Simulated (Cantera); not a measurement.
A closed system holds: 1 mol Si2H6, a varied amount of NO, held at 1800 K and 0.133 bar.

These are equilibrium values from Cantera (NASA tables, ideal gas, pure condensed phases), not measurements of a reactor. Candidate condensed phases: H2O, Si, SiO2, Si2N2O, Si3N4; 35 gas species. The feed counts by its element totals alone. Mutual solubility and eutectic melting of coexisting phases are not modelled. The tables hold silica as quartz up to 1696 K and as liquid above; real silica turns to tridymite and cristobalite and melts near 1996 K. Gases not in the tables: Si(OH)4, Si2H6 and higher silanes. Rates play no part.

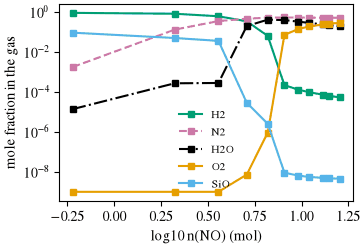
Fig. 1. Equilibrium gas composition (values under 1e-9 drawn at 1e-9)

At 0.6 mol NO the condensed part is Si(l) + Si2N2O(s). From 2.1 mol NO to 3.6 mol NO the condensed part is SiO2(condensed) + Si2N2O(s). From 5.1 mol NO to 16 mol NO the condensed part is SiO2(condensed).
